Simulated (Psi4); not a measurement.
**CCSD(T)/6-311+G(d,p) run of CH4ClSi− (SMILES C[SiH-]Cl)**

What is the energy change on altering one bond length of CH4ClSi− at CCSD(T)/6-311+G**? 

The results are computed with Psi4 1.11.

## 1. The system as given

CH4ClSi−: 7 atoms, total charge -1, spin state singlet. SMILES: `C[SiH-]Cl`. The shape is that of a GFN2-xTB optimisation.

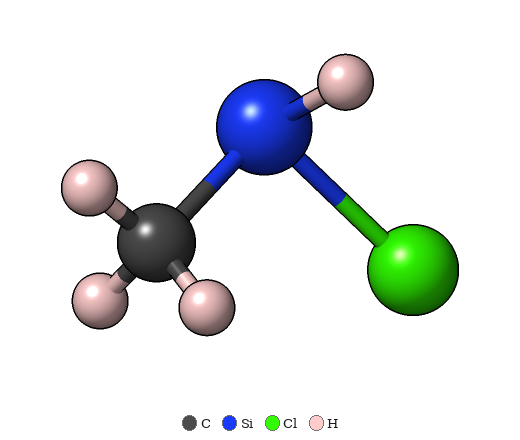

The structure, seen from a chosen angle (carbon dark grey, silicon blue, chlorine green, hydrogen pink).

## 2. A single-point energy at CCSD(T)/6-311+G(d,p)

Input file ch4clsi.xyz:

```xyz
7
CH4ClSi
C     -0.597270     0.454470    -0.324430
Si     1.150300    -0.340110    -0.314080
Cl     0.626590    -2.308040     0.742940
H     -0.507860     1.506690    -0.611350
H     -1.117910     0.415410     0.636800
H     -1.246630    -0.021250    -1.061570
H      1.692770     0.292840     0.931680
```

Input file run_ase.py:

```python
import numpy as np
from ase.calculators.psi4 import Psi4
from ase.io import read

mol = read('ch4clsi.xyz')
calc = Psi4(atoms=mol, method='ccsd(t)', basis='6-311+G**', memory='1600MB', num_threads=1, charge=-1, multiplicity=1, label='ch4clsi')
calc.psi4.set_options({'puream': True, 'e_convergence': 1e-09, 'd_convergence': 1e-08, 'scf_type': 'pk', 'num_frozen_docc': 11})
mol.calc = calc

print(f'energy: {mol.get_potential_energy():.6f} eV')
```

Launch:

```
python run_ase.py
```

ch4clsi.dat:

```text
[...]
  Running in c1 symmetry.
[...]
  Nuclear repulsion =  130.656704715982897
[...]
  Multiplicity = 1
[...]
  Nalpha       = 21
  Nbeta        = 21
[...]
    Number of basis functions: 106
[...]
   @RHF iter   1:  -788.57072232355301   -7.15911e-01   4.39751e-03 ADIIS/DIIS
[...]
   @RHF iter  12:  -788.69626186188464   -7.95808e-12   4.59572e-09 DIIS
[...]
    Orbital Energies [Eh]
    ---------------------
    Doubly Occupied:
       1A   -104.602431     2A    -68.580049     3A    -11.037581
       4A    -10.328693     5A     -7.796354     6A     -7.794951
       7A     -7.794842     8A     -5.922775     9A     -4.027972
      10A     -4.027072    11A     -4.026070    12A     -0.855024
      13A     -0.770161    14A     -0.459784    15A     -0.389889
      16A     -0.386793    17A     -0.280734    18A     -0.277815
      19A     -0.250159    20A     -0.227578    21A     -0.089493
[...]
  @RHF Final Energy:  -788.69626186188464
   => Energetics <=
    Nuclear Repulsion Energy =            130.6567047159828974
    One-Electron Energy =               -1358.8534999296111891
    Two-Electron Energy =                 439.5005333517435702
    Total Energy =                       -788.6962618618847500
[...]
 Multipole Moments:
 ------------------------------------------------------------------------------------
     Multipole            Electronic (a.u.)      Nuclear  (a.u.)        Total (a.u.)
 ------------------------------------------------------------------------------------
 L = 1.  Multiply by 2.5417464519 to convert [e a0] to [Debye]
 Dipole X            :          2.4758306           -3.3084882           -0.8326575
 Dipole Y            :         -6.8774473            7.1477920            0.2703447
 Dipole Z            :          1.6034850           -1.2620488            0.3414361
 Magnitude           :                                                    0.9396720
[...]
      * MP2 total energy                      = -789.091154130122277
[...]
      * CCSD total energy                     = -789.135353939685274
[...]
      * CCSD(T) total energy                  = -789.148358150475474
```

The script printed:

```text
energy: -21473.820604 eV
```

Wall time 1.7 min (1 thread of Intel Xeon Platinum 8259CL at 2.50GHz (Skylake/Cascade Lake), shared host); peak memory 0.98 GiB.

## 3. The distorted shape at the same level

Input file input.inp:

```
memory 1600 mb

molecule {
  -1 1
  C     -1.28245886     0.67939245    -0.96623775
  Si     2.01996983    -0.82214614    -0.94667909
  Cl     1.03030136    -4.54099487     1.05079922
  H     -1.11349844     2.66780007    -1.50843797
  H     -2.26632586     0.60557974     0.85022369
  H     -2.50957141    -0.21958807    -2.35923047
  H      3.19887169     0.55338740     1.76062004
  units au
  symmetry c1
}

set basis 6-311+G**
set puream true
set e_convergence 1e-09
set d_convergence 1e-08
set scf_type pk
set num_frozen_docc 11

energy('ccsd(t)')
print_variables()
```

Launch:

```
psi4 -i input.inp -o input.out -n 1
```

input.out:

```text
[...]
  Running in c1 symmetry.
[...]
  Nuclear repulsion =  129.773313727729260
[...]
  Multiplicity = 1
[...]
  Nalpha       = 21
  Nbeta        = 21
[...]
    Number of basis functions: 106
[...]
   @RHF iter   1:  -788.56350901904273   -7.83461e-01   4.38873e-03 ADIIS/DIIS
[...]
   @RHF iter  12:  -788.68858974602597   -6.13909e-12   3.61825e-09 DIIS
[...]
    Orbital Energies [Eh]
    ---------------------
    Doubly Occupied:
       1A   -104.605688     2A    -68.598573     3A    -11.041833
       4A    -10.331903     5A     -7.799569     6A     -7.798128
       7A     -7.798026     8A     -5.938361     9A     -4.043261
      10A     -4.042091    11A     -4.041186    12A     -0.858030
      13A     -0.774226    14A     -0.444332    15A     -0.393629
      16A     -0.390483    17A     -0.282113    18A     -0.270654
      19A     -0.252204    20A     -0.219312    21A     -0.096170
[...]
  @RHF Final Energy:  -788.68858974602597
   => Energetics <=
    Nuclear Repulsion Energy =            129.7733137277292599
    One-Electron Energy =               -1356.8842593223753283
    Two-Electron Energy =                 438.4223558486203274
    Total Energy =                       -788.6885897460258548
[...]
 Multipole Moments:
 ------------------------------------------------------------------------------------
     Multipole            Electronic (a.u.)      Nuclear  (a.u.)        Total (a.u.)
 ------------------------------------------------------------------------------------
 L = 1.  Multiply by 2.5417464519 to convert [e a0] to [Debye]
 Dipole X            :          2.2706641           -3.2351649           -0.9645008
 Dipole Y            :         -7.1181141            7.2333448            0.1152307
 Dipole Z            :          1.1183716           -1.0936651            0.0247064
 Magnitude           :                                                    0.9716740
[...]
      * MP2 total energy                      = -789.083418235338740
[...]
      * CCSD total energy                     = -789.128286555251520
[...]
      * CCSD(T) total energy                  = -789.141549166031268
[...]
```

It took 98 s on 1 thread of Intel Xeon Platinum 8259CL at 2.50GHz (Skylake/Cascade Lake), shared host; peak memory 0.97 GiB.

## 4. Results

At CCSD(T)/6-311+G**, 11 core orbitals frozen:

```
                                                              quantity          value
                                             first shape: total energy  -789.14836 Eh
                      first shape: HOMO energy (Hartree–Fock orbitals)       -2.44 eV
                      first shape: LUMO energy (Hartree–Fock orbitals)        4.97 eV
    first shape: HOMO–LUMO gap (to an unbound level, set by the basis)        7.40 eV
             first shape: correlation energy (11 core orbitals frozen)     -452.1 mEh
                                           first shape: (T) correction     -13.00 mEh
                                            first shape: T1 diagnostic          0.011
                                         distorted shape: total energy  -789.14155 Eh
                  distorted shape: HOMO energy (Hartree–Fock orbitals)       -2.62 eV
                  distorted shape: LUMO energy (Hartree–Fock orbitals)        4.94 eV
distorted shape: HOMO–LUMO gap (to an unbound level, set by the basis)        7.56 eV
         distorted shape: correlation energy (11 core orbitals frozen)     -453.0 mEh
                                       distorted shape: (T) correction     -13.26 mEh
                                        distorted shape: T1 diagnostic          0.011
    energy change with the Si2–H7 bond stretched from 1.499 to 1.724 Å       0.185 eV
```

**Reading.** With the Si2–H7 bond stretched from 1.499 to 1.724 Å the energy rises by 0.19 eV (4.3 kcal/mol). The first shape isn't relaxed at this level, so the change isn't measured from a minimum. The triples (first shape) make up 2.9 % of the correlation energy. The triples (distorted shape) make up 2.9 % of the correlation energy.
